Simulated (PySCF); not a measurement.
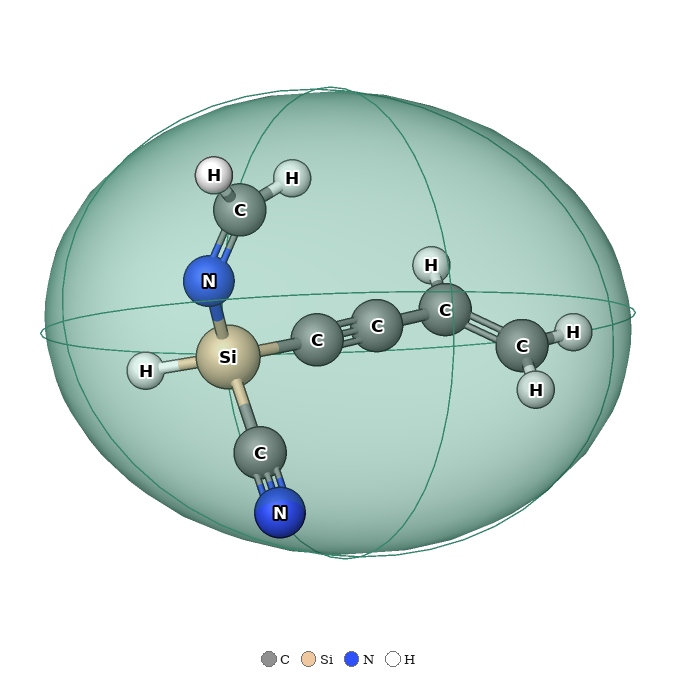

The ellipsoid shows the static dipole polarisability: its half-axes are proportional to the principal values. The computed structure is the end point of a GFN2-xTB optimisation. No frequency run is at hand to confirm it as a minimum. Computed with CAM-B3LYP/def2-SVPD (PySCF 2.14.0).

Give the principal values, the mean and the anisotropy.

Answer. Principal values 81.8, 101.3, 147.1 bohr³; mean 110.0 bohr³ (16.31 Å³); anisotropy 58.0 bohr³, so the longest axis is 1.80 times the shortest.

The geometry is semi-empirical. Around Si such bond lengths and angles can be off by a tenth of an ångström or more and by several degrees, and values that hang on the shape move with them.
